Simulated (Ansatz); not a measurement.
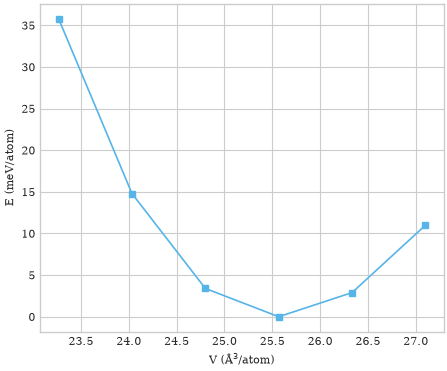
Figure. Tl2Au in space group I4/mcm (No. 140; Au on 4a, Tl on 8h) under volume change, the program Ansatz at the r²SCAN level (PAW), shape and atoms relaxed at each volume.

What does a third-order Birch–Murnaghan fit give for V₀, B₀ and B′?

V₀ = 25.57 Å³/atom, B₀ = 44.1 GPa, B′ = 6.1.

The workflow started from an entry of the Crystallography Open Database (COD). Whether it is the stable phase at ambient conditions was not checked. The cell was relaxed with r²SCAN under the symmetry of its start; whether a distortion lowers the energy is not shown. Spin–orbit coupling is left out wherever it is not named.

Potentials: the later of the program's two PAW sets.
